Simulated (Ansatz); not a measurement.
# MgBH$_{3}$: single-point calculation

- system: MgBH$_{3}$, SMILES [BH2][MgH]
- method: RKS wB97M-V/def2-TZVPP (Ansatz 0.2.0)

The geometry is a minimum found at another level. The geometry comes from this level: PBE0-D4/def2-TZVP.

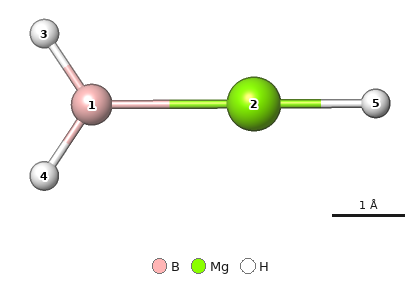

Figure 1. The input geometry (ball-and-stick view, seen on its broad side; atoms are numbered from 1 in the order of the input). Sticks mark near contacts. Bond lengths as drawn: B–H 1.20 Å, B–Mg 2.28 Å and H–Mg 1.71 Å.

## Results in brief

| quantity | value |
| --- | --- |
| outcome | converged |
| total energy | −6166.4833 eV |
| SCF solution under orbital rotations | stable |
| hardware | 2 threads of Arm Neoverse V2, 95 GiB of memory available, shared host |
| wall time | 2.6 s (CPU time 5.1 s) |
| peak memory | 0.19 GiB |

## Input file
```yaml
crystal:
  periodic: [false, false, false]
  atoms:
    - {symbol: B, position_ang: [-0.010653, -0.934638, 0.327129]}
    - {symbol: Mg, position_ang: [0.013344, 1.221438, -0.428454]}
    - {symbol: H, position_ang: [0.765142, -1.363222, 1.141313]}
    - {symbol: H, position_ang: [-0.799979, -1.763053, -0.045820]}
    - {symbol: H, position_ang: [0.032146, 2.839465, -0.994169]}
basis:
  gaussian: {orbitals: def2-TZVPP}
hamiltonian: {xc: {name: wB97M-V}}
```

Launched with:
```bash
ansatz run in.yaml --threads 2 --pin off --events-out ev --progress --plain --max-ram 4352MiB
```

## The program's output
```
Functional definition: wB97M-V
  name "wB97M-V"
  cite "Mardirossian & Head-Gordon, J. Chem. Phys. 144, 214110 (2016) doi:10.1063/1.4952647"
  cite "Becke, J. Chem. Phys. 107, 8554 (1997) doi:10.1063/1.475007"
  cite "Vydrov & Van Voorhis, J. Chem. Phys. 133, 244103 (2010) doi:10.1063/1.3521275"
  # Of w^i u^j: cxij and so on, Table III.
  parameter omega = 0.3/bohr
  parameter cx = 0.15
  parameter cx01 = 1.007
  parameter cx10 = 0.259
  parameter css00 = 0.443
  parameter css04 = -1.437
  parameter css10 = -4.535
  parameter css20 = -3.390
  parameter css43 = 4.278
  parameter cos00 = 1.000
  parameter cos10 = 1.358
  parameter cos20 = 2.924
  parameter cos21 = -8.812
  parameter cos60 = -1.390
  parameter cos61 = 9.142
  parameter b = 6.0
  parameter c = 0.01
  gx(w, u) = 1 - cx + cx01*u + cx10*w
  gss(w, u) = css00 + css04*u^4 + css10*w + css20*w^2 + css43*w^4*u^3
  gos(w, u) = cos00 + cos10*w + (cos20 + cos21*u)*w^2 + (cos60 + cos61*u)*w^6
  exchange = spin_sum(e_x_unif_sr(omega)*gx(b97_w, b97_u_x)) + cx*exact_x_sr(omega) + exact_x_lr(omega)
  correlation = spin_sum(e_c_pw_mod_same_spin*gss(b97_w, b97_u_same))
      + integral(e_c_pw_mod_opposite_spin*gos(b97_w_opposite, b97_u_opposite)) + vv10(b, c)
634 factors; their error is unknown
184 factors; integrals over basis functions are off by at most 3.9e-5 eV
mean field evaluation 1: about -6165.7286 eV, gradient 1.4e1 eV
mean field evaluation 2: about -6166.3874 eV, gradient 4.8e0 eV
mean field evaluation 4: about -6166.4726 eV, gradient 2.4e-1 eV
mean field evaluation 8: about -6166.4832 eV, gradient 2.8e-2 eV
mean field -6166.48319270 eV, -226.6140775391 hartree, gradient 3.7e-5 eV, S^2 0.000000; 0 other end points of the search recorded, 0 dependent functions left out
reference -6166.48325283 eV, -226.6140797490 hartree; 10, 10 occupied and 95, 95 virtual orbitals, 634 factors
Total energy: -6166.48325283 eV, -226.6140797490 hartree
```
